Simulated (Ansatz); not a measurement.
## SrLi2SnS4 (I-42m): the G0W0 gap against the k mesh

Wanted: mesh convergence of the gap correction in SrLi2SnS4 (I-42m).

Calculated with Ansatz 0.2.0; G0W0 on PBE, plane waves, PAW; PAW set soft_1.

**1. The structure**

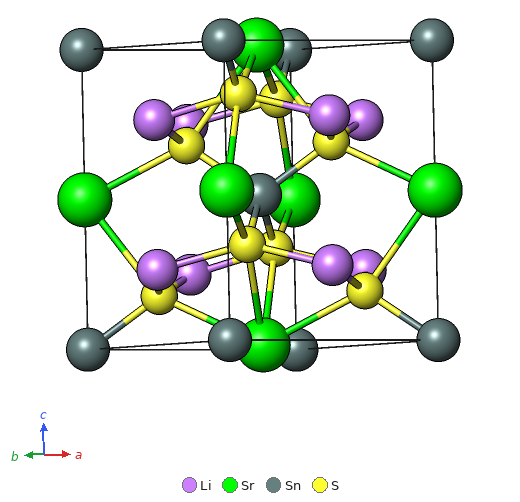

The starting structure, seen from a free direction (lithium purple, strontium green, tin teal, sulfur yellow). This picture shows the conventional cell, with its axes. Bonds to atoms that aren't drawn are left out. Some periodic images of atoms are drawn too.

The cell and positions come from the Crystallography Open Database and are kept as given unless a step says otherwise.

**2. The 2×2×2 mesh**

Now the one-shot GW correction: screening in the RPA, then the self-energy of the levels asked for. This step takes PAW set soft_1 files.

input.yaml reads:

```yaml
crystal:
  lattice:
    - [-3.3295, 3.3295, 3.959]
    - [3.3295, -3.3295, 3.959]
    - [3.3295, 3.3295, -3.959]
  atoms:
    - { symbol: Li, position: [0.25, 0.75, 0.5] }
    - { symbol: Li, position: [0.75, 0.25, 0.5] }
    - { symbol: Sr, position: [0.5, 0.5, 0.0] }
    - { symbol: Sn, position: [0.0, 0.0, 0.0] }
    - { symbol: S, position: [0.03526, 0.03526, 0.4132] }
    - { symbol: S, position: [0.96474, 0.37794, 0.0] }
    - { symbol: S, position: [0.62206, 0.62206, 0.5868] }
    - { symbol: S, position: [0.37794, 0.96474, 0.0] }
kpoints:
  mp_grid: { grid: [2, 2, 2] }
hamiltonian:
  xc: pbe
  pseudopotentials: { kind: paw, azcp: { folder: soft_1 } }
scf:
  occupations: { method: fixed }
gw:
  n_empty_bands: 398
  ecut_chi: 100
  qp_bands: [v2, c2]
  qp_kpoints: band_edges
  screening: { model: contour_deformation }
```

On the command line:

```
ansatz run input.yaml --threads 2 --pin off --max-ram 92160MiB --backend cuda --events-out ev --progress --plain --runs-dir out --devices 1 --max-vram 13GiB
```

Numbers of over 12 decimals in the logs are rounded to 6 here.

Output:

```text
GPUs: using 1 of 1 available (devices: 1).
Engine: ansatz 0.2.0, x86_64-unknown-linux-gnu
Pseudopotentials: kind: paw
Pseudopotential: Li, paw, valence charge 3, recommended cutoff 420 eV (normal), soft_1/Li.paw.azcp
Pseudopotential: Sr, paw, valence charge 10, recommended cutoff 420 eV (normal), soft_1/Sr.paw.azcp
Pseudopotential: Sn, paw, valence charge 14, recommended cutoff 420 eV (normal), soft_1/Sn.paw.azcp
Pseudopotential: S, paw, valence charge 6, recommended cutoff 420 eV (normal), soft_1/S.paw.azcp
Functional definition: PBE
  parameter kappa = 0.804
  parameter beta = 0.066725
  exchange = pbe_x(kappa = kappa, mu = beta*pi^2/3)
  correlation = pbe_c(beta = beta)
device memory: the entry about to start is reckoned to put 1.9 GiB on a device that reports 29.7 GiB free (of which the cap on the GPU budget leaves the run 13.0 GiB)
GPU FFT provider: cuFFT
GPU libraries: cuBLAS 13.8.2, cuFFT 12.4.0, cuSOLVER 12.3.4
Crystal: 8 atoms, lattice volume = 175.551 Å³
Basis set: ecut = 420 eV, 3445 PW (Γ)
Bands: 35, of which v1, the nominal top of the filled ones, is band 27 counted from 1 (26 counted from 0)
Symmetry: 8 space group operations
Space group: I-42m (ITA 121), of the structure as read, at distance tolerance 5.6e-5 Å
k-points: 4 of 8
Non-local potential: Li, projectors of the file, l = 0: 3, l = 1: 2, l = 2: 1
Non-local potential: Sr, projectors of the file, l = 0: 3, l = 1: 2, l = 2: 2
Non-local potential: Sn, projectors of the file, l = 0: 2, l = 1: 2, l = 2: 2, l = 3: 1
Non-local potential: S, projectors of the file, l = 0: 2, l = 1: 2, l = 2: 1
PAW form: soft (Blöchl's): semilocal exchange-correlation on the pseudo side does not see the compensation charge
PAW one-centre angular grid: Li, 110 points (default); XC on 96 Gauss nodes
PAW one-centre angular grid: Sr, 110 points (default); XC on 64 Gauss nodes
PAW one-centre angular grid: Sn, 590 points (default); XC on 64 Gauss nodes
PAW one-centre angular grid: S, 110 points (default); XC on 64 Gauss nodes
Initial density: superposition of atomic densities (chi_scale 0.1, normalization cell, long waves kept (reshape's long-wave potential 0.00 eV rms))
Initial wavefunctions: pseudopotential atomic-orbital guess
GPU buffer pool allocated for 91125 grid points (all kernels)
GPU transforms: local potential and band sums: pruned to the plane-wave sphere, on 45×45×45
Functional: x = pbe(κ = 0.804, μ = 0.219515), c = pbe(β = 0.066725)
SCF iter   1: F=—  HF=-13597.400112 eV  |F-HF|=—  |Δ(HF+E_count)|=         —  Δρ=3.43e-2  dr2=4.08e0  ethr=3.10e-3  ⟨swp⟩=6.8  Hψ=655  notcnv=0  defer=22
preconditioner: auto → Resta (q_TF=auto, 2.242 Å⁻¹)  ε∞=3.0  [insulator: Δε(μ)=2.942 eV  Ē_g=13.862 eV  n_scr=26 (ndim 8)  ℏωp=19.4 eV  f_vac=0.000  ε∞_Penn≈3.0]
SCF iter   2: F=—  HF=-13596.242288 eV  |F-HF|=—  |Δ(HF+E_count)|=    1.16e0  Δρ=1.80e-2  dr2=8.95e-1  ethr=3.10e-3  ⟨swp⟩=3.8  Hψ=298  notcnv=0  defer=19
SCF iter   3: F=—  HF=-13596.011842 eV  |F-HF|=—  |Δ(HF+E_count)|=   2.30e-1  Δρ=4.08e-3  dr2=3.77e-2  ethr=1.66e-3  ⟨swp⟩=3.8  Hψ=240  notcnv=0  defer=22
SCF iter   4: F=—  HF=-13596.022696 eV  |F-HF|=—  |Δ(HF+E_count)|=   1.09e-2  Δρ=1.20e-3  dr2=3.94e-3  ethr=6.98e-5  ⟨swp⟩=3.2  Hψ=295  notcnv=0  defer=23
SCF iter   5: F=—  HF=-13596.024683 eV  |F-HF|=—  |Δ(HF+E_count)|=   1.99e-3  Δρ=3.28e-4  dr2=2.79e-4  ethr=7.29e-6  ⟨swp⟩=3.0  Hψ=241  notcnv=0  defer=23
SCF iter   6: F=—  HF=-13596.025038 eV  |F-HF|=—  |Δ(HF+E_count)|=   3.55e-4  Δρ=8.13e-5  dr2=1.85e-5  ethr=5.16e-7  ⟨swp⟩=2.5  Hψ=236  notcnv=0  defer=23
SCF iter   7: F=—  HF=-13596.025063 eV  |F-HF|=—  |Δ(HF+E_count)|=   2.58e-5  Δρ=1.88e-5  dr2=1.14e-6  ethr=3.42e-8  ⟨swp⟩=2.5  Hψ=218  notcnv=0  defer=23
SCF iter   8: F=-13596.025065 eV  HF=-13596.025065 eV  |F-HF|=2.88e-8  |Δ(HF+E_count)|=   1.99e-6  Δρ=4.21e-6  dr2=4.43e-8  ethr=1.85e-10  ⟨swp⟩=17.0  Hψ=834  notcnv=0
SCF 1 converged in 8 iterations: F = -13596.025065 eV  dr2 = 4.43e-8
[...]
device memory: the entry about to start is reckoned to put 2.4 GiB on a device that reports 29.7 GiB free (of which the cap on the GPU budget leaves the run 13.0 GiB)
NSCF: frozen V_eff on 4 k-points
[...]
device memory: the entry about to start is reckoned to put 3.2 GiB on a device that reports 29.7 GiB free (of which the cap on the GPU budget leaves the run 13.0 GiB)
NSCF: frozen V_eff on 4 k-points
G₀W₀ screening: q 1/4
[... further progress lines ...]
device memory: the entry about to start is reckoned to put 0.8 GiB on a device that reports 28.5 GiB free (of which the cap on the GPU budget leaves the run 13.0 GiB)
NSCF: frozen V_eff on 1 k-points
device memory: the entry about to start is reckoned to put 0.8 GiB on a device that reports 28.5 GiB free (of which the cap on the GPU budget leaves the run 13.0 GiB)
NSCF: frozen V_eff on 1 k-points
device memory: the entry about to start is reckoned to put 0.8 GiB on a device that reports 28.5 GiB free (of which the cap on the GPU budget leaves the run 13.0 GiB)
NSCF: frozen V_eff on 1 k-points
SCF converged after 8 iterations
Free energy (F): -13596.025065 eV
Harris-Foulkes:  -13596.025065 eV  (|F-HF|=2.88e-8)
Internal energy: -13596.025065 eV  (E = F + TS)
E sigma→0 (E₀):  -13596.025065 eV
Fermi energy:    5.062686 eV
--- Per-component energies (eV) ---
  E_band       = -420.815437
  E_kinetic    = 860.307918
  E_local      = -2962.220810  (includes V_loc(G=0)·N_el)
  E_nonlocal   = 476.756885
  E_hartree    = 1120.118659
  E_xc         = -677.272590
  E_vxc        = -593.159147  (∫ρ·V_xc dr)
  E_paw        = -9544.300984  (= ΣΔE_a)
  E_vpaw       = -442.739750  (= ΣTr[D̂ρ^β])
  E_aug_tail   = 0.000802  (compensation charges beyond the density's cutoff)
  E_ewald      = -2869.414945
  E_smearing   = -0.000000  (= −TS)
  E_closure    = 0.000000  (closes the sum)
  Σ components = -13596.025065   (vs F -13596.025065, Δ=0.00e0)
--- Band table (eV) ---
  k-point 0: bands = [... 23 lower, 4.0897, 4.6055, 4.6887, 4.6887, 7.7646, 8.9965, 9.7439, 10.1349, ... 4 higher]
  k-point 1: bands = [... 23 lower, 3.7751, 3.9864, 4.0229, 4.5525, 8.2341, 9.4070, 9.7159, 9.8666, ... 4 higher]
  k-point 2: bands = [... 23 lower, 3.8449, 4.1700, 4.4020, 4.5839, 8.1128, 8.8863, 9.9047, 10.0475, ... 4 higher]
  k-point 3: bands = [... 23 lower, 3.3225, 4.5855, 4.5855, 5.0627, 7.7428, 9.2347, 9.2347, 9.5733, ... 4 higher]
--- G₀W₀: contour deformation, 6 samples at zero and on the imaginary axis and 1 off it, 8 q-points, 398 empty bands' worth ---
  eigenvalues of the whole cell's RPA ε∞ on this k-mesh (on a slab, of 1 + 4πα/V) = 4.6820, 4.8214, 4.8214; static W/v taken at q = 0 is 0.209447
  gw.qp_kpoints: band_edges: 4 of 4 stored k-points solved, in 1 pass; an edge of the gap read off the rows below is read off those points alone
    ik  band        ε_KS         Σx   Σc(E_QP)       V_xc       Z   E_QP_lin       E_QP  E_QP is
     0    26      4.6887   -18.2881     2.2489   -15.2520  0.7554     3.8911     3.9015  root
     0    27      4.6887   -18.2881     2.2489   -15.2520  0.7554     3.8911     3.9015  root
     0    28      7.7646    -9.3487    -3.8725   -13.7940  0.7849     8.3417     8.3375  root
     0    29      8.9965    -5.6324    -3.8097    -9.8609  0.7973     9.4178     9.4154  root
     1    26      4.0229   -17.3939     2.4996   -14.0256  0.7476     3.1391     3.1544  root
     1    27      4.5525   -18.0884     2.3993   -14.8481  0.7518     3.6989     3.7117  root
     1    28      8.2341   -10.4561    -3.8390   -14.9953  0.7769     8.9410     8.9343  root
     1    29      9.4070    -6.6406    -3.9211   -11.0092  0.7917     9.8575     9.8545  root
     2    26      4.4020   -17.6751     2.3375   -14.5023  0.7530     3.5541     3.5668  root
     2    27      4.5839   -17.9011     2.3757   -14.6887  0.7524     3.7344     3.7471  root
     2    28      8.1128   -10.2542    -3.8250   -14.7691  0.7792     8.8090     8.8027  root
     2    29      8.8863    -6.1147    -3.8940   -10.4580  0.7976     9.3384     9.3356  root
     3    26      4.5855   -17.8295     2.3965   -14.5965  0.7516     3.7362     3.7490  root
     3    27      5.0627   -18.2070     2.3465   -15.0383  0.7543     4.2290     4.2405  root
     3    28      7.7428    -8.4261    -3.8614   -12.9039  0.7920     8.3640     8.3591  root
     3    29      9.2347    -6.9432    -3.9311   -11.3271  0.7931     9.6904     9.6874  root
```

Elapsed: 14 s, on 1 × NVIDIA H100 80GB HBM3 (shared by 6 runs) with 2 threads of AMD EPYC 7R13 (Zen 3), shared host; peak memory 1.3 GiB.

This step gave:

```yaml
bands_summed: 425
rpa_eps_infinity_on_this_mesh_eigenvalues: 4.682, 4.821, 4.821
plane_waves_in_the_screening_matrix: 395
q_points_in_the_mesh: 8
g0w0_gap_on_the_mesh: 4.097 eV
k_of_the_valence_top: -0.5, -0.5, -0.5
k_of_the_conduction_bottom: 0, 0, 0
starting_gap_on_the_mesh: 2.680 eV
z_at_the_valence_top: 0.7543
z_at_the_conduction_bottom: 0.7849
least_direct_g0w0_gap_on_the_computed_points: 4.119 eV
```

The gap on the mesh goes from 2.68 eV to 4.10 eV, a correction of +1.42 eV, though a band edge has moved to another state.

**3. The 4×4×4 mesh**

A second mesh at equal bands and cutoff isolates the sampling error.

Edit input.yaml of step 2 so:

```diff
@@ -15,3 +15,3 @@
 kpoints:
-  mp_grid: { grid: [2, 2, 2] }
+  mp_grid: { grid: [4, 4, 4] }
 hamiltonian:
```

Output:

```text
GPUs: using 1 of 1 available (devices: 1).
[...]
GPU FFT provider: cuFFT
GPU libraries: cuBLAS 13.8.2, cuFFT 12.4.0, cuSOLVER 12.3.4
Crystal: 8 atoms, lattice volume = 175.551 Å³
Basis set: ecut = 420 eV, 3445 PW (Γ)
Bands: 35, of which v1, the nominal top of the filled ones, is band 27 counted from 1 (26 counted from 0)
[... 1 set-up line as in the run before ...]
[...]
k-points: 13 of 64 (time reversal used)
[...]
GPU buffer pool allocated for 91125 grid points (all kernels)
[...]
SCF iter   1: F=—  HF=-13597.419357 eV  |F-HF|=—  |Δ(HF+E_count)|=         —  Δρ=3.43e-2  dr2=4.12e0  ethr=3.10e-3  ⟨swp⟩=6.9  Hψ=2070  notcnv=0  defer=70
[...]
SCF iter   8: F=-13596.028464 eV  HF=-13596.028464 eV  |F-HF|=2.14e-8  |Δ(HF+E_count)|=   1.92e-6  Δρ=5.33e-6  dr2=7.11e-8  ethr=1.85e-10  ⟨swp⟩=16.3  Hψ=2834  notcnv=0
SCF 1 converged in 8 iterations: F = -13596.028464 eV  dr2 = 7.11e-8
[...]
0    26      4.6896   -18.1485     2.1056   -15.2508  0.7605     3.8881     3.8975  root
     0    27      4.6896   -18.1485     2.1056   -15.2508  0.7605     3.8881     3.8975  root
     0    28      7.7624    -9.5751    -3.6574   -13.8019  0.7919     8.3352     8.3318  root
     0    29      9.0002    -5.6851    -3.7359    -9.8611  0.8019     9.4427     9.4403  root
     1    26      4.4749   -17.9353     2.1876   -14.9308  0.7579     3.6476     3.6581  root
     1    27      4.5085   -17.3771     2.1561   -14.3761  0.7599     3.6522     3.6636  root
     1    28      8.0838   -10.4383    -3.6950   -14.8328  0.7830     8.7889     8.7833  root
     1    29      8.9781    -5.0817    -3.7250    -9.1998  0.8058     9.3732     9.3713  root
[...]
12    26      4.5879   -17.7444     2.2997   -14.5967  0.7559     3.7281     3.7400  root
    12    27      5.0658   -18.0925     2.2196   -15.0394  0.7596     4.2218     4.2324  root
    12    28      7.7389    -8.5635    -3.7085   -12.9077  0.7994     8.3789     8.3746  root
    12    29      9.2319    -7.0705    -3.7932   -11.3313  0.7999     9.7023     9.6996  root
[key lines of the parts left out:]
SCF converged after 8 iterations
Free energy (F): -13596.028464 eV
Fermi energy:    5.065835 eV
```

The job ended after 30 s (1 × NVIDIA H100 80GB HBM3 (shared by 6 runs) with 2 threads; peak memory 1.8 GiB; 45 s of CPU time).

This step gave:

| Item | Value |
| --- | --- |
| bands summed | 425 |
| RPA ε∞ on this mesh (eigenvalues) | 4.586, 4.726, 4.726 |
| plane waves in the screening matrix | 395 |
| q-points in the mesh | 64 |
| G0W0 gap on the mesh | 4.099 eV |
| k of the valence top | -0.5, -0.5, -0.5 |
| k of the conduction bottom | 0, 0, 0 |
| starting gap on the mesh | 2.673 eV |
| Z at the valence top | 0.7596 |
| Z at the conduction bottom | 0.7919 |
| least direct G0W0 gap on the computed points | 4.142 eV |

Against the run with 2×2×2 mesh, 398 empty bands, screening to 100 eV, PAW set soft_1 files, the gap moves by +0.003 eV.

**4. The 6×6×6 mesh**

Edit input.yaml of step 3 so:

```diff
@@ -15,3 +15,3 @@
 kpoints:
-  mp_grid: { grid: [4, 4, 4] }
+  mp_grid: { grid: [6, 6, 6] }
 hamiltonian:
```

Output:

```text
GPUs: using 1 of 1 available (devices: 1).
[...]
GPU FFT provider: cuFFT
GPU libraries: cuBLAS 13.8.2, cuFFT 12.4.0, cuSOLVER 12.3.4
Crystal: 8 atoms, lattice volume = 175.551 Å³
Basis set: ecut = 420 eV, 3445 PW (Γ)
Bands: 35, of which v1, the nominal top of the filled ones, is band 27 counted from 1 (26 counted from 0)
[... 1 set-up line as in the run before ...]
[...]
k-points: 30 of 216 (time reversal used)
[...]
1    29      8.9571    -5.4382    -3.7064    -9.5596  0.8042     9.3741     9.3720  root
[...]
29    26      4.5879   -17.7340     2.2896   -14.5967  0.7561     3.7284     3.7403  root
    29    27      5.0658   -18.0777     2.2053   -15.0394  0.7600     4.2224     4.2328  root
    29    28      7.7389    -8.5809    -3.6906   -12.9077  0.8000     8.3793     8.3751  root
    29    29      9.2319    -7.0839    -3.7791   -11.3313  0.8004     9.7029     9.7002  root
[key lines of the parts left out:]
SCF converged after 8 iterations
Free energy (F): -13596.028472 eV
Fermi energy:    5.065827 eV
```

Wall time 5.8 min (1 × NVIDIA H100 80GB HBM3 (shared by 6 runs) with 2 threads); peak memory 3 GiB; 9.8 min of CPU time.

Numbers from this step:

- bands summed: 425
- RPA ε∞ on this mesh (eigenvalues): 4.586, 4.722, 4.722
- plane waves in the screening matrix: 395
- G0W0 gap on the mesh: 4.096 eV
- k of the valence top: -0.5, -0.5, -0.5
- k of the conduction bottom: 0, 0, 0
- starting gap on the mesh: 2.673 eV
- least direct G0W0 gap on the computed points: 4.142 eV

Against the run with 4×4×4 mesh, 398 empty bands, screening to 100 eV, PAW set soft_1 files, the gap moves by −0.003 eV.

**5. The meshes together**

Times are wall times on 1 × NVIDIA H100 80GB HBM3 (shared by 6 runs) with 2 threads of AMD EPYC 7R13 (Zen 3), shared host, good to a factor of about two.

```
 mesh  points  irreducible  start (eV)  G0W0 (eV)  shift (eV)  RPA ε∞ (mean)     time
2×2×2       8            4       2.680      4.097      +1.417           4.77     14 s
4×4×4      64           13       2.673      4.099      +1.426           4.68     30 s
6×6×6     216           30       2.673      4.096      +1.423           4.68  5.8 min
```

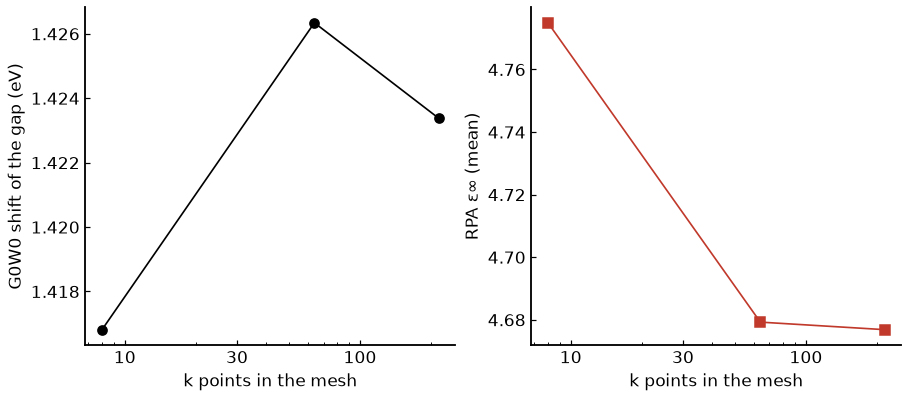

Shift and screening against the mesh.

**6. Summary of results**

* 2×2×2: 4.097 eV (shift +1.417)
* 4×4×4: 4.099 eV (shift +1.426)
* 6×6×6: 4.096 eV (shift +1.423)
* settings: PBE start, 398 empty bands, 100 eV

In words: The shift is +1.42 eV on 2×2×2 and +1.42 eV on 6×6×6; the last step moves it by −0.003 eV. The RPA ε∞ (mean) ranges from 4.68 to 4.77 and ends at 4.68. On 6×6×6 the states that bound the G0W0 gap lie 2.697 eV apart in the start, so part of the shift is a change of edge. From 8 to 216 points the time grows 26-fold. Bands and cutoff are modest here, so the values stand off the basis limit. The many-body steps are scalar-relativistic: spin-orbit coupling is not in them.

[Paths, hosts, dates, memory and timing lines, banners, echoed tables and standing remarks are left out of the program output.]

[Logs are printed without paths, hosts, clocks, repeated set-up lines and the standing remarks that a program may print on its own settings, such as how far it seeks lower states.]

[Runs of the session that timed out or met a known fault of the program may be left out.]

[Cells called generated may have been cut or substituted from an entry of the Crystallography Open Database or the Materials Project.]

[Hosts, paths, dates, database ids (printed as entryN), source tags and the programs' standing remarks are cut or masked in the printed files.]
